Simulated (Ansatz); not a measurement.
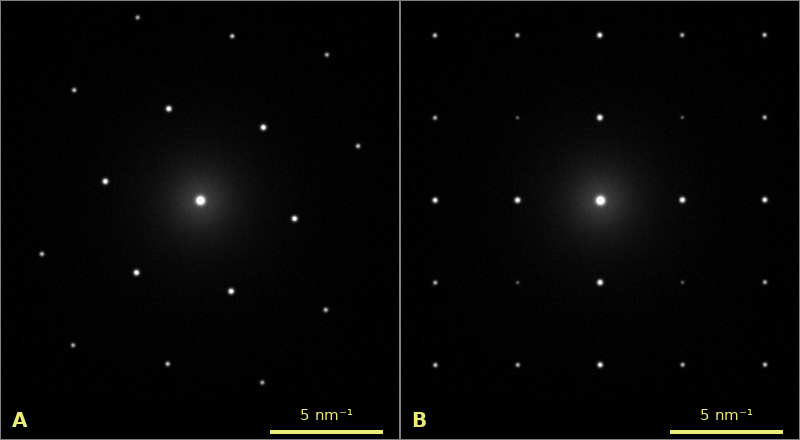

Kinematic electron diffraction patterns (120 kV, B = 0.5 Å², same scale, each along a low-index zone) of two structures of composition Si2Sn, each relaxed at zero pressure with DFT r2SCAN, scalar-relativistic, plane waves, PAW in Ansatz 0.2.0.

The structures (standard cells):
1. Fd-3m (No. 227), a = 7.626 Å, 24 atoms; generated start, possibly hypothetical
2. Fm-3m (No. 225), a = 6.518 Å, 12 atoms; generated start, possibly hypothetical

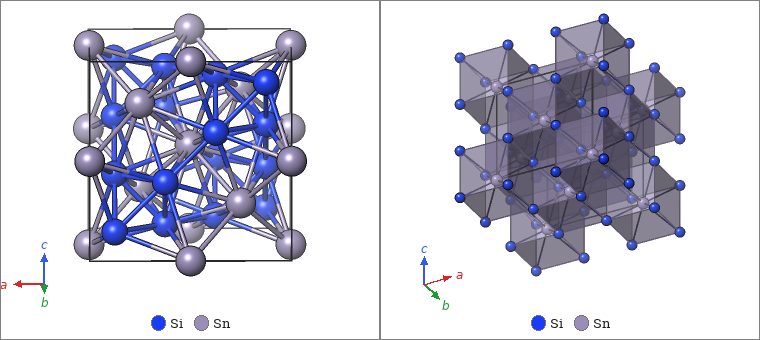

Drawings of the structures 1 to 2, from left to right (each may span several cells).

Which pattern belongs to which structure, and along which zone?

A is structure 2 along [111] or an equivalent direction: hexagonal net of -2 2 0 at d = 2.30 Å and -2 0 2 at d = 2.30 Å, 60.0° apart. B is structure 1 along [001] or an equivalent direction: square net of 2 -2 0 at d = 2.70 Å and 2 2 0 at d = 2.70 Å, 90.0° apart (some points of this net are extinct or too weak to see).

Rank the structures by their computed energy.

Structure 1 (Fd-3m, 18.48 Å³ an atom) is the lowest of these; structure 2 (Fm-3m, 23.08 Å³ an atom) lies about 240 meV an atom higher. These are static energies at 0 K; other structures, not shown, may lie lower still.
